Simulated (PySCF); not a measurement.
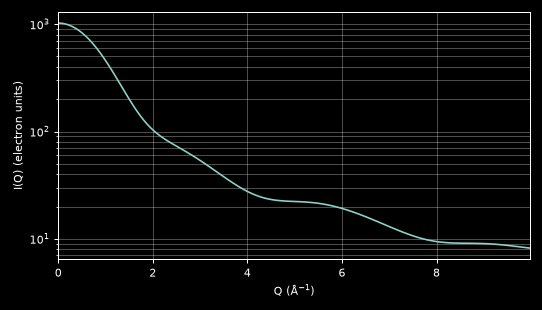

Elastic X-ray scattering of a randomly oriented, rigid molecule, calculated with the Debye equation from neutral-atom form factors (independent atoms, no Compton part, no vibration). The geometry is the end point of an optimisation (PBE0-D3(BJ)/def2-SVP geometry optimisation, gas phase (PySCF 2.14.0, density-fitted response routines)); it may be a saddle point or a higher isomer. It contains C, N, O, H.

Question: How many electrons does the independent-atom model of the molecule hold?

Answer: I(0) is the square of the electron number: I(0) = 1020, so about 32 electrons, the count of C2H5NO.

Question: What radius of gyration does the initial fall-off give?

Answer: From I(Q) ≈ I(0) exp(−Q²R²/3) at small Q, R ≈ 1.59 Å. It is larger than the electron-weighted radius of the nuclear positions alone (1.40 Å), because each atom's electron cloud adds to it.
